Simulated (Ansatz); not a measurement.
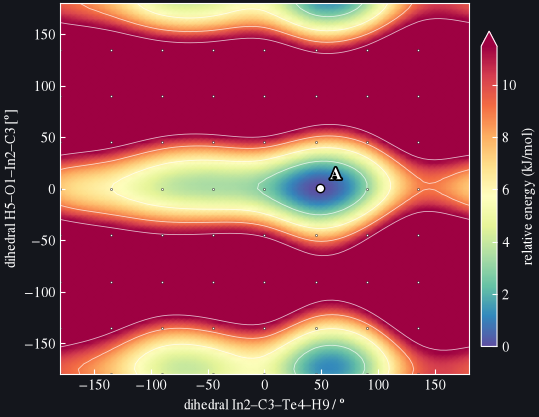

CH5InOTe, SMILES [OH][InH][CH2][TeH]. 
- First axis: dihedral In2–C3–Te4–H9. Second axis: dihedral H5–O1–In2–C3.
- Nothing is relaxed (all other coordinates rigid).
- The grid has 8 × 8 points.
- Energies are in kJ/mol, from the lowest grid point.
- Theory: RKS CAM-B3LYP-D4/def2-SVP in Ansatz 0.2.0.

In the figure: a smooth colour map with a few white contour lines, dots at the grid points, one colour for all values above the top of the scale, the well A. Between grid points the surface is interpolated.

**Estimate the position of the minimum and the force constants in these coordinates. Take the well at A.**

The interpolated minimum is at dihedral In2–C3–Te4–H9 ≈ 49°, dihedral H5–O1–In2–C3 ≈ 1°. The curvatures there are about 0.13 eV/rad² and 0.33 eV/rad², with a cross term of about −0.01 eV/rad². Round the minimum the two coordinates are weakly coupled (coupling −0.05 in units of the two stiffnesses). (1 eV is 96.5 kJ/mol.)
